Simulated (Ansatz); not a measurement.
Pressure series in SnAu

The reference is SnAu in the NiAs type structure (space group P6_3/mmc, No. 194; a = 4.333 Å, c = 5.556 Å).

Cell and atoms are relaxed at each pressure.

Level of theory: Ansatz (an electronic-structure program) PBEsol, spin-orbit coupling left out.

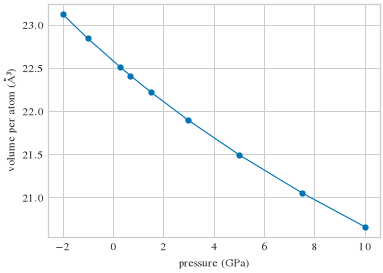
Volume against pressure

Question: Estimate the zero-pressure bulk modulus from the plot.

Answer: About 90 GPa; a third-order Birch–Murnaghan fit to the points gives V₀ = 22.58 Å³/atom, B₀ = 90 GPa and B₀′ = 5.1.

Load acts through the strain it causes; cell and atoms are relaxed under it. No phonon test of stability was made. No other phases were tried under pressure.
